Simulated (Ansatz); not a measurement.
# Run report: Al2H4O3F, frequency calculation

- system: Al2H4O3F, multiplicity 2
- method: UKS PBE0-D4/def2-SVP (Ansatz 0.2.0)

Figures and captions count atoms from 1; the log counts them from 0 in places.

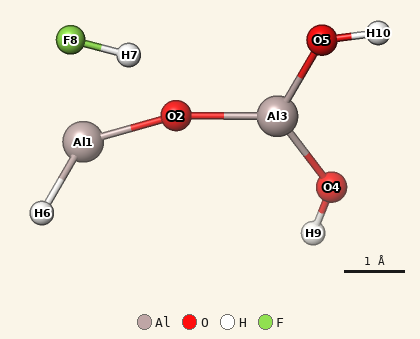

*The structure (ball-and-stick view, seen at a tilt; atoms are numbered from 1 in the order of the input). Sticks mark near contacts.*

Bond lengths as drawn: Al–H 1.61 Å, Al–O 1.69 to 1.71 Å, F–H 1.02 Å and H–O 0.96 Å.

### The input
```yaml
crystal:
  periodic: [false, false, false]
  atoms:
    - {symbol: Al, position_ang: [-0.077487, 0.940527, 2.095936]}
    - {symbol: O, position_ang: [0.037196, 0.380393, 0.485360]}
    - {symbol: Al, position_ang: [-0.363657, -0.611140, -0.847905]}
    - {symbol: O, position_ang: [-1.173545, -2.087252, -0.706109]}
    - {symbol: O, position_ang: [0.107953, -0.023612, -2.359794]}
    - {symbol: H, position_ang: [0.993915, 0.332083, 3.131853]}
    - {symbol: H, position_ang: [0.851367, 1.649095, 0.351559]}
    - {symbol: F, position_ang: [1.141086, 2.419096, 0.950672]}
    - {symbol: H, position_ang: [-1.471911, -2.526322, 0.090509]}
    - {symbol: H, position_ang: [-0.045018, -0.472668, -3.192081]}
basis:
  gaussian: {orbitals: def2-SVP}
magnetization: {spin_polarized: true, initial_magnetization: 1}
hamiltonian: {xc: pbe0, dispersion: d4}
phonons: {}
scf: {lower_state_search: off}
```

Command:
```bash
ansatz run in.yaml --threads 4 --pin off --events-out ev --progress --plain --max-ram 63488MiB --backend cpu
```

### What the program printed
```
Functional definition: PBE0
  name "PBE0"
  cite "Adamo & Barone, J. Chem. Phys. 110, 6158 (1999) doi:10.1063/1.478522"
  cite "Perdew, Burke & Ernzerhof, Phys. Rev. Lett. 77, 3865 (1996) doi:10.1103/PhysRevLett.77.3865"
  parent pbe
  parameter a = 0.25
  parameter kappa = 0.804
  parameter beta = 0.06672455060314922
  exchange = (1 - a)*pbe_x(kappa = kappa, mu = beta*pi^2/3) + a*exact_x
  correlation = pbe_c(beta = beta)
these checks for a lower state are left out or cut short: stability, starts, cluster_reference, orbital_swaps, neighbouring_geometries, increment
1108 factors; integrals over basis functions are off by at most 3.3e-4 eV
mean field evaluation 1: about -22081.5376 eV, gradient 6.3e1 eV
mean field evaluation 2: about -22057.7540 eV, gradient 1.0e2 eV
mean field evaluation 4: about -22095.2052 eV, gradient 6.6e0 eV
mean field evaluation 8: about -22095.3755 eV, gradient 8.2e-2 eV
mean field evaluation 16: about -22095.3755 eV, gradient 8.8e-5 eV
mean field -22095.37554777 eV, -811.9900745971 hartree, gradient 4.1e-6 eV, S^2 0.752060; 0 other end points of the search recorded, 0 dependent functions left out
the calculation of the forces begins
reference -22095.37558355 eV, -811.9900759121 hartree; 32, 31 occupied and 80, 81 virtual orbitals, 1108 factors
these checks for a lower state are left out or cut short: stability, starts, cluster_reference, orbital_swaps, neighbouring_geometries, increment
1108 factors; integrals over basis functions are off by at most 3.3e-4 eV
mean field -22095.37595728 eV, -811.9900896463 hartree, gradient 2.5e-6 eV, S^2 0.752044; 0 other end points of the search recorded, 0 dependent functions left out
[... from here on the field's lines of each further geometry are left out, up to the last ...]
the calculation of the forces begins
reference -22095.37546311 eV, -811.9900714857 hartree; 32, 31 occupied and 80, 81 virtual orbitals, 1108 factors
these checks for a lower state are left out or cut short: stability, starts, cluster_reference, orbital_swaps, neighbouring_geometries, increment
1108 factors; integrals over basis functions are off by at most 3.3e-4 eV
mean field -22095.37539815 eV, -811.9900690988 hartree, gradient 1.4e-6 eV, S^2 0.752060; 0 other end points of the search recorded, 0 dependent functions left out
the calculation of the forces begins
reference -22095.37543394 eV, -811.9900704138 hartree; 32, 31 occupied and 80, 81 virtual orbitals, 1108 factors
WARN: phonons: 3 modes above zero are rigid motions of the cell's bodies and no vibrations: the zero-point energy, free energy, entropy and heat capacity leave them out. With what each would have added to F at 1000 K, by the weight of its row in the mesh: 0.01 cm⁻¹ (-0.974 eV; rigid weight 1.000, of which rotation 0.000), 19.14 cm⁻¹ (-0.310 eV; rigid weight 0.626, of which rotation 0.626), 25.25 cm⁻¹ (-0.286 eV; rigid weight 0.868, of which rotation 0.868). A body is a set of atoms that hang together within twice the van der Waals contact; here: 10 atoms, out of reach of every periodic image. What nothing holds moves and turns at no cost, which is at zero frequency: what stands here is left by the forces on the atoms, the periodic images, the SCF threshold and the grid, and changes its size and its sign with the last two. The forces' share comes down as the geometry is relaxed further. The table is the vibrational part alone. If the cell is meant as a crystal, declare phonons.rigid_motions: translations: the three translations of the whole cell alone are then left out. The least rigid weight left out is 0.62572 and the largest kept is 0.33058. The rigid motions are mixed with soft vibrations: those modes' frequencies are not settled, nor the sums by as much as one such mode adds.
WARN: phonons: modes at or below zero, which the zero-point energy, F, S and C_V leave out: 2, the lowest at -108.94 cm⁻¹. A minimum has none, and a first-order saddle one
Total energy: -22095.54295874 eV, -811.9962268369 hartree
Atom 0 at    -0.077487     0.940527     2.095936 Å, force     0.152514     0.838666     1.290749 eV/Å
Atom 1 at     0.037196     0.380393     0.485360 Å, force     0.069677    -0.578941    -1.530846 eV/Å
Atom 2 at    -0.363657    -0.611140    -0.847905 Å, force     0.008846    -0.001791     0.014500 eV/Å
Atom 3 at    -1.173545    -2.087252    -0.706109 Å, force    -0.009146    -0.001314     0.007533 eV/Å
Atom 4 at     0.107953    -0.023612    -2.359794 Å, force    -0.005114    -0.006938    -0.005045 eV/Å
Atom 5 at     0.993915     0.332083     3.131853 Å, force    -0.000429     0.003740    -0.007741 eV/Å
Atom 6 at     0.851367     1.649095     0.351559 Å, force     0.306223     0.792779     0.577848 eV/Å
Atom 7 at     1.141086     2.419096     0.950672 Å, force    -0.535413    -1.058703    -0.338429 eV/Å
Atom 8 at    -1.471911    -2.526322     0.090509 Å, force     0.008526     0.010616    -0.015383 eV/Å
Atom 9 at    -0.045018    -0.472668    -3.192081 Å, force     0.004316     0.001885     0.006815 eV/Å
Dipole moment:    -0.307996    -0.465691    -0.239905 e Å
Vibrations: -108.94 -76.60 44.30 81.17 198.11 239.70 287.24 311.64 327.06 351.90 402.67 502.96 545.29 588.07 611.61 831.11 975.72 1003.50 1072.97 1196.08 1816.26 2548.79 3991.37 4000.02 cm⁻¹, zero-point energy 1.359334 eV
Checks for a lower state left out: stability, starts, cluster_reference, orbital_swaps, neighbouring_geometries, increment
```

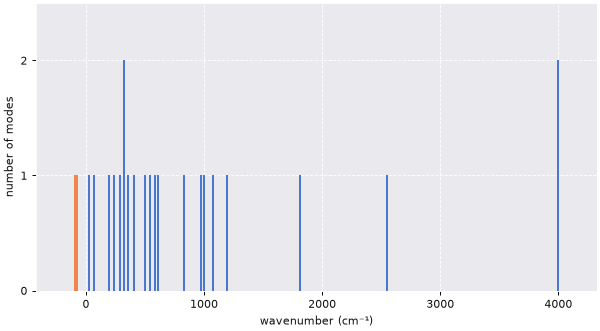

*Harmonic vibrational wavenumbers from the force constants; neighbouring modes closer than 19 cm⁻¹ are counted in one stick, and imaginary ones are drawn at negative wavenumbers.*

24 modes from 94i to 4000 cm⁻¹, 2 imaginary beyond 8i (94i, 73i cm⁻¹): not a minimum.

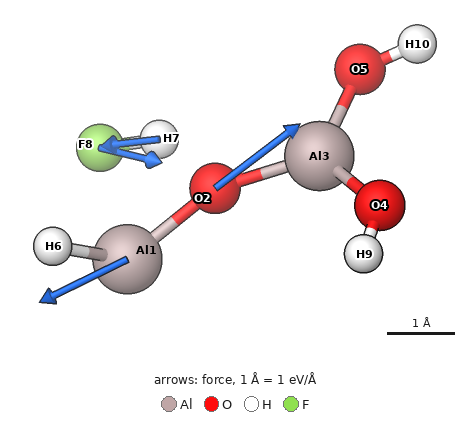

*Forces on the atoms as blue arrows (ball-and-stick view, seen at a tilt; atoms are numbered from 1 in the order of the input); the smallest are left out.*

The largest act on O2 (1.64 eV/Å); Al1 (1.55 eV/Å); F8 (1.23 eV/Å); H7 (1.03 eV/Å). The geometry is not a stationary point of this energy.

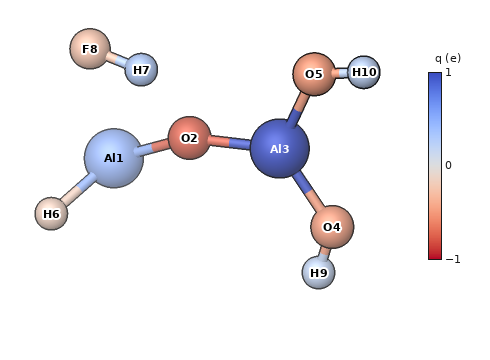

*Mulliken charges, as the colour of each atom (ball-and-stick view, seen at a tilt; atoms are numbered from 1 in the order of the input).*

By element: Al +0.49 to +0.96, O −0.75 to −0.47, H −0.18 to +0.31 and F −0.28 e.

### Results in brief

| quantity | value |
| --- | --- |
| outcome | converged |
| total energy | −22095.5430 eV |
| mean-field energy | −22095.3756 eV |
| dispersion energy | −0.1674 eV |
| ⟨S²⟩ | 0.752 |
| largest force (length of the vector) | 1.638 eV/Å |
| dipole moment | 2.92 D |
| hardware | 4 CPU threads, shared host |
| wall time | 69 s (CPU time 4 min) |
| peak memory | 0.33 GiB |
